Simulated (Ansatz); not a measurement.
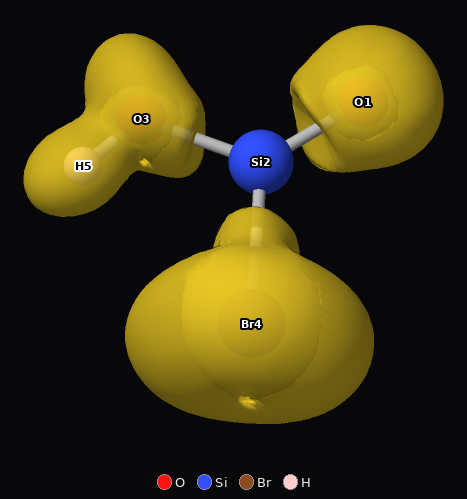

Figure 1: BrHO₂Si (SMILES O=[Si](O)Br). Isosurface of the ELF at 0.75 (yellow), seen at a tilt. Core shells and regions of very low density are left out.

Geometry: PBE0-D4/def2-TZVP.

These are results of RKS PBE0-D4/def2-TZVPP (Ansatz 0.2.0), not measurements.

```xyz
5

O    -0.6604   -1.7198    0.8529
Si   -0.2606   -0.4314    0.1828
O     1.1942    0.2567    0.2319
Br   -1.5894    0.8109   -1.0256
H     1.3163    1.0837   -0.2419
```

**What do the ELF domains correspond to?**

At this value the surface marks out one region on Br in which the atom's valence shell and bonds are merged, one region wrapped around O (its lone pairs, merged into a ring or cap) and one joined region spread over several atoms (H, O), in which their bonds and any lone pairs are merged.

Values along the shortest contacts:
Si–O (1.51 Å): the ELF peaks at about 0.80 between the atoms; a short, strongly polar bond. Si–Br (2.18 Å): the ELF peaks at about 0.85 between the atoms: a shared but strongly polarised pair.
